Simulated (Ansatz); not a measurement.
# PH (SMILES [PH]): UB2PLYP/3-21G

What is the electronic atomisation energy of PH at UB2PLYP/3-21G? 

Program for the calculation: Ansatz 0.2.0.

## (1) The molecule

PH has 2 atoms, charge 0, and is taken as a triplet. As SMILES, `[PH]`. Geometry: relaxed at PBE0-D4/def2-TZVP.

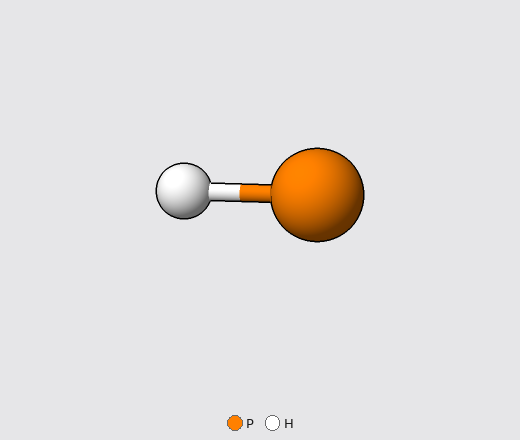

Viewed from a chosen angle; phosphorus orange, hydrogen white.

## (2) A single-point energy at UB2PLYP/3-21G

job.yaml

```yaml
basis:
  gaussian:
    orbitals: 3-21G.json
crystal:
  periodic: [false, false, false]
  atoms:
    - symbol: P
      position_ang: [-0.000000, -0.000000, -0.014610]
    - symbol: H
      position_ang: [0.000000, 0.000000, 1.413680]
magnetization:
  spin_polarized: true
  initial_magnetization: 2
hamiltonian:
  xc: {name: B2PLYP}
correlation:
  frozen_orbitals: {H: 0, P: 5}
accuracy: high
```

The basis set 3-21G is read from a file made from the Basis Set Exchange's data (not shown).

Started as:

```
$ ansatz run job.yaml --threads 1 --pin off --max-ram 3480MiB --events-out events.jsonl --progress --plain --runs-dir runs
```

The program printed:

```text
Warning: RAYON_NUM_THREADS=1 ignored (pool sized by the plan → 1); use --threads N
Functional definition: B2PLYP
  name "B2PLYP"
  parameter a = 0.53
  parameter c = 0.27
  exchange = (1 - a)*b88_x + a*exact_x
  correlation = (1 - c)*lyp_c + c*(mp2_os + mp2_ss)
277 factors; integrals over basis functions are off by at most 2.2e-9 eV
mean field evaluation 1: about -9251.1926 eV, gradient 2.8e0 eV
mean field evaluation 2: about -9251.1909 eV, gradient 2.8e0 eV
mean field evaluation 4: about -9251.2708 eV, gradient 3.2e-1 eV
mean field evaluation 8: about -9251.2723 eV, gradient 9.4e-3 eV
mean field evaluation 16: about -9251.2723 eV, gradient 7.6e-8 eV
mean field -9251.27227007 eV, -339.9779851875 hartree, gradient 7.6e-8 eV, S^2 2.004680; 0 other end points of the search recorded, 0 dependent functions left out
5 core orbitals not correlated: weight in the atoms' cores, before any rotation towards them, 1.000 or more for the frozen orbitals, at most 0.000 for the correlated occupied ones
reference -9251.27228443 eV, -339.9779857153 hartree; 4, 2 occupied and 6, 8 virtual orbitals, 277 factors
second order -1.06466043 eV of doubles, -0.00000000 eV of singles
Total energy: -9251.55974275 eV, -339.9885496136 hartree
```

Run time: 0.6 s. Hardware: 1 thread of Arm Neoverse V2, shared host.

## (3) The H atom at the same level

input.yaml

```yaml
crystal:
  periodic: [false, false, false]
  atoms:
    - {symbol: H, position_ang: [0.000000, 0.000000, 0.000000]}
basis:
  gaussian:
    orbitals: 3-21G.json
magnetization:
  spin_polarized: true
  initial_magnetization: 1
hamiltonian:
  xc: {name: B2PLYP}
correlation:
  frozen_orbitals: {H: 0}
accuracy: high
```

The basis set 3-21G is read from a file made from the Basis Set Exchange's data (not shown).

Run the same way, it converges to -0.49431 Eh (log not shown).

## (4) The P atom at the same level

in.yaml

```yaml
crystal:
  periodic: [false, false, false]
  atoms:
    - {symbol: P, position_ang: [0.000000, 0.000000, 0.000000]}
basis:
  gaussian:
    orbitals: 3-21G.json
magnetization:
  spin_polarized: true
  initial_magnetization: 3
hamiltonian:
  xc: {name: B2PLYP}
correlation:
  frozen_orbitals: {P: 5}
accuracy: high
```

The basis set 3-21G is read from a file made from the Basis Set Exchange's data (not shown).

Started as:

```
$ ansatz run in.yaml --threads 1 --pin off --max-ram 3480MiB --events-out events.jsonl --progress --plain --runs-dir runs
```

The program printed (excerpt; [...] marks lines left out):

```text
Warning: RAYON_NUM_THREADS=1 ignored (pool sized by the plan → 1); use --threads N
[... 2 set-up lines as earlier in the session ...]
[...]
78 factors; integrals over basis functions are off by at most 2.3e-9 eV
[...]
mean field -9235.35066595 eV, -339.3928770282 hartree, gradient 2.2e-8 eV, S^2 3.750164; 0 other end points of the search recorded, 0 dependent functions left out
5 core orbitals not correlated: weight in the atoms' cores, before any rotation towards them, 1.000 or more for the frozen orbitals, at most 0.000 for the correlated occupied ones
reference -9235.35067968 eV, -339.3928775326 hartree; 4, 1 occupied and 4, 7 virtual orbitals, 78 factors
second order -0.42729660 eV of doubles, -0.00000000 eV of singles
Total energy: -9235.46604976 eV, -339.3971173050 hartree
```

It took 0.42 s on 1 thread of Arm Neoverse V2, shared host.

## (5) What came out

At UB2PLYP/3-21G, 5 core orbitals frozen:

| quantity | value |
| --- | --- |
| molecule: total energy | -339.98855 Eh |
| molecule: ⟨S²⟩ | 2.005 |
| H atom: total energy | -0.49431 Eh |
| H atom: ⟨S²⟩ | 0.750 |
| P atom: total energy | -339.39712 Eh |
| P atom: ⟨S²⟩ | 3.750 |
| electronic atomisation energy | 2.643 eV |

Taking the molecule apart into free atoms costs 2.64 eV (61 kcal/mol), before zero-point energy and without spin-orbit coupling. The basis has no polarisation functions, which makes bonds too weak.
